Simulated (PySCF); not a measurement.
**H$_{5}$PSeSi, SMILES `P[SiH2][SeH]`: what the electrons do**

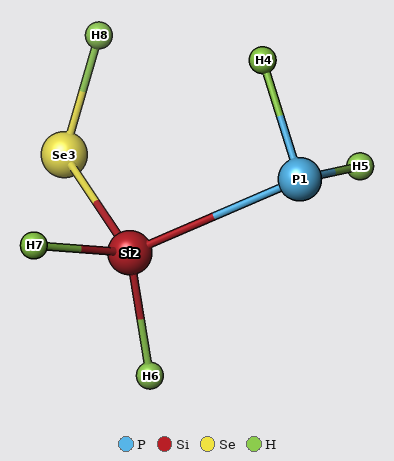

The molecule, with its atoms numbered as below. No frequency check shows the geometry to be a minimum.

Cartesian coordinates (Å):

```
P1       2.4043    0.4155   -0.0273
Si2      0.5964   -0.9143    0.0378
Se3     -1.4258    0.1821   -0.0278
H4       1.9700    1.2734    0.9700
H5       1.9229    1.2432   -1.0265
H6       0.5599   -1.7570   -1.1516
H7       0.6392   -1.6982    1.2713
H8      -1.0304    1.3154    0.7626
```

### 1. Bonding charge

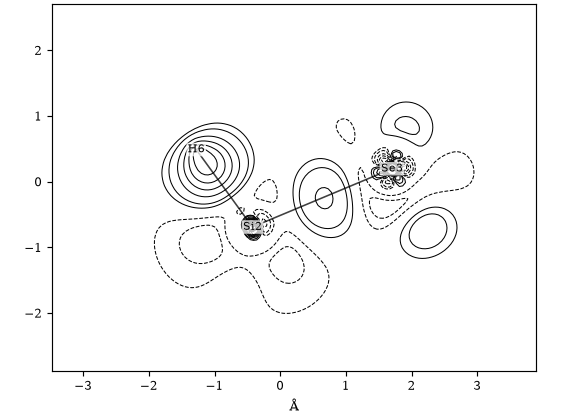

Deformation density (molecule less spherical, spin-averaged free atoms) in the plane of Si2, Se3 and H6; contours at ±0.05 to ±0.8 e/Å³; solid lines: gain, dashed lines: loss.

PySCF calculation, HF/def2-SVPD, gas phase; geometry: GFN2-xTB.

Q: Describe the bonding that the map shows.

A: Si2–H6: +0.21 e/Å³ at the bond critical point (bond length 1.46 Å). Si2–Se3: +0.09 e/Å³ at the bond critical point (bond length 2.30 Å). In all, 1.9 electrons gather in the regions of gain relative to the promolecule. A small or negative value marks a very polar bond, one between electron-rich atoms, whose free-atom densities already overlap strongly, a long bond to a heavier atom, or a closed-shell contact such as a hydrogen bond.

### 2. Local ionisation energy

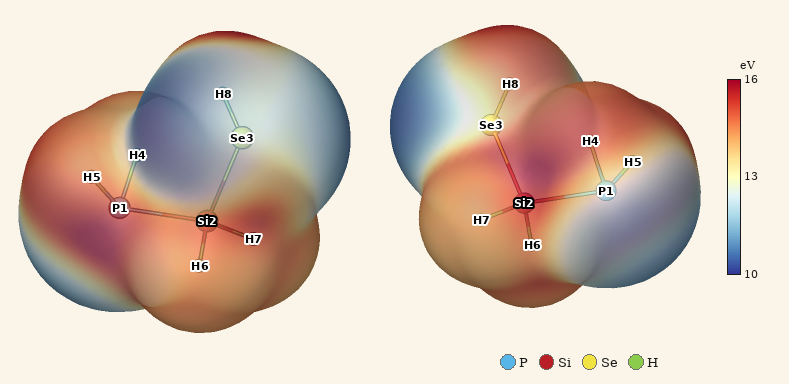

Average local ionisation energy on the surface of electron density 0.001 a.u. (back view left, front view right).

Q: Locate the minima of the map.

A: The lowest value is 10.4 eV, 2.4 Å from Se3. Further minima include 10.8 eV, 2.4 Å from P1; 13.9 eV, 1.5 Å from H7. For comparison, the highest occupied orbital lies at −9.4 eV.

### 3. Removing or adding an electron

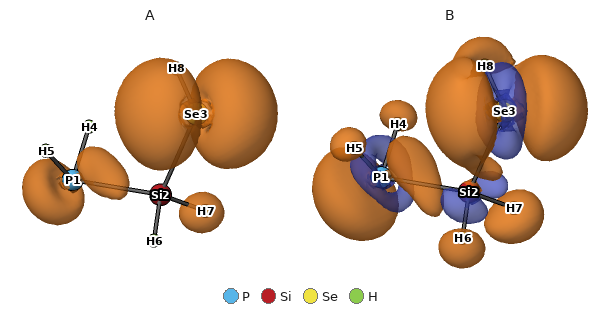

The Fukui function f⁻ from two separate SCF calculations and the density of the HOMO, at ±0.015 e/Å³ (orange positive, blue negative).

Level of theory: B3LYP/def2-SVPD (PySCF), at a geometry from GFN2-xTB.

Q: Which panel is which, and how good is the frozen-orbital picture?

A: B is f⁻ (it has negative regions), A the HOMO density. The HOMO lies on Se3 (74 %), P1 (11 %) and Si2 (7 %); f⁻ (Hirshfeld-condensed) is largest on Se3 (0.46); the vertical ionisation energy is 8.86 eV. Relaxation shifts 29 % of the electron between atoms. The orbital energy is −6.66 eV.

### 4. Localised orbitals

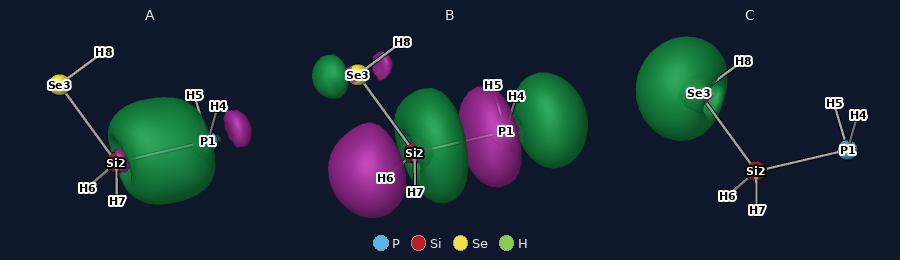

Intrinsic bond orbitals (IBO), occupied and valence-virtual; each surface holds about 80 % of the orbital's density. Energies are diagonal elements of the Fock matrix.

Method: LDA (SVWN)/def2-SVP; geometry: GFN2-xTB; program: PySCF.

Q: Name the orbitals, with their atomic make-up and energies.

A: By panel:
- A: σ bond P1–Si2 (P1 56 %, Si2 44 %; −10.7 eV)
- B: σ* orbital Si2–P1 (Si2 55 %, P1 43 %; 0.8 eV)
- C: lone pair on Se3 (sp0.4-type) (Se3 99 %; −12.5 eV)

### 5. Stretching a bond

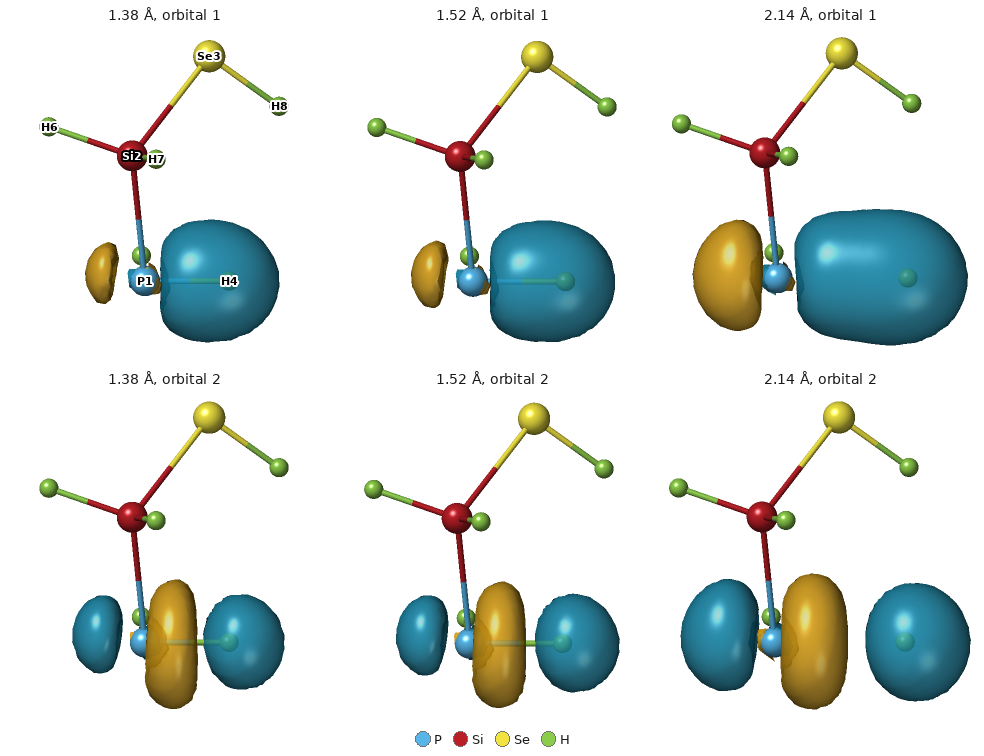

Rigid stretch of the P1–H4 bond. The two CASSCF(2,2) natural orbitals nearest half filling (orbital 1 the more occupied).

Level of theory: def2-SVP basis (PySCF), at a geometry from GFN2-xTB.

Q: How do the occupations change along the stretch?

A: 1.38 Å: 1.98 and 0.02; 1.52 Å: 1.97 and 0.03; 2.14 Å: 1.85 and 0.15. At the longest distance computed (3.86 Å) they are 1.14 and 0.86, and the effective number of unpaired electrons is 1.9.

Q: Where does the UHF solution part from RHF?

A: Between 1.86 Å (⟨S²⟩ = 0, the two coincide) and 2.14 Å (⟨S²⟩ = 0.48); at 3.86 Å ⟨S²⟩ is 1.01 and UHF lies 3.9 eV below RHF.

Q: How much energy does the stretch cost?

A: By CASSCF, 3.2 eV from the lowest point of the scan (1.38 Å) to 3.86 Å; RHF gives 6.6 eV from its own lowest point. The fragments aren't relaxed and dynamic correlation is missing, so this isn't a bond dissociation energy.

The PySCF runs shown took 1.9 s, 2.4 min, 5.6 s and 3.2 min on 1 thread of Intel(R) Xeon(R) Platinum 8488C (Sapphire Rapids), on a shared host.
